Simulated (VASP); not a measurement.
Band structure of WSi2 (MoSi2 type). All values below come from PW91 GGA, VASP's PBE PAW potentials (set 64) (plane waves; VASP).

Unless said otherwise, spin-orbit coupling is left out, though it shifts the bands of the heavy elements here.

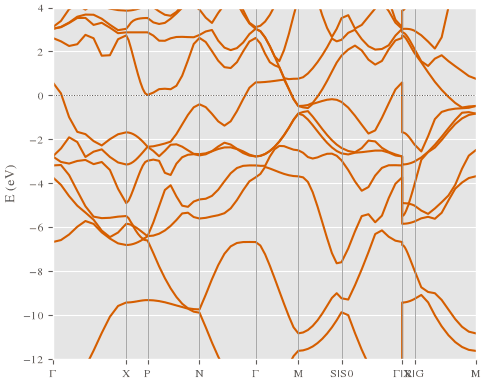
Figure. Bands along high-symmetry lines, zero at the valence-band maximum or, without a gap, the Fermi level

Question: Read the plot: is there a gap, and where are the band edges?

Answer: It has no gap at this level: it comes out as a metal or semimetal. (Edges off the drawn lines would not show.)

The compound is WSi2 in the MoSi2 type structure. It was relaxed first.
